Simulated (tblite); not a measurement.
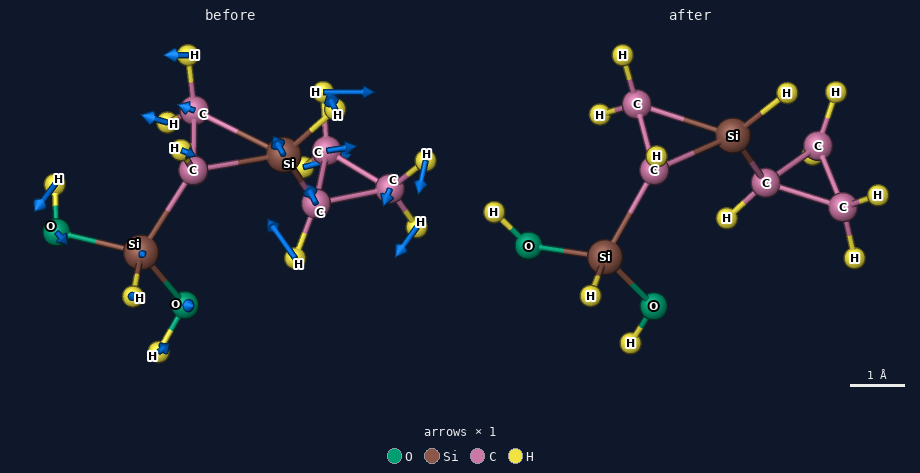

The structure of C$_{5}$H$_{12}$O$_{2}$Si$_{2}$ before (left) and after (right) a relaxation, at one scale. The blue arrows give the displacements, at their true length.

Style: ball-and-stick. Shown at a tilt.

Method: GFN2-xTB geometry optimisation, gas phase (tblite 0.8.0). 

### Describe what moved and what it gained.

The atom that moves furthest after the best rigid fit is an H atom (1.09 Å). Largest moves by element: H 1.09 Å, C 0.60 Å, Si 0.54 Å, O 0.35 Å. Near-neighbour distances that change, for instance: O–Si 1.734 → 1.624 Å, O–Si 1.719 → 1.638 Å, C–Si 1.837 → 1.889 Å, H–O 0.997 → 0.954 Å. Bond angles that change, for instance: Si–O–H 107.6° → 118.5°, C–Si–C 110.3° → 120.3°, Si–C–C 110.5° → 120.0°. Groups turn about O–Si by about 75°, C–Si by about 45°, O–Si by about 30°. The energy falls by 85.3 kJ/mol in 164 geometry steps. Cost: 2.7 s on 1 thread of Arm Neoverse N1 (shared host).
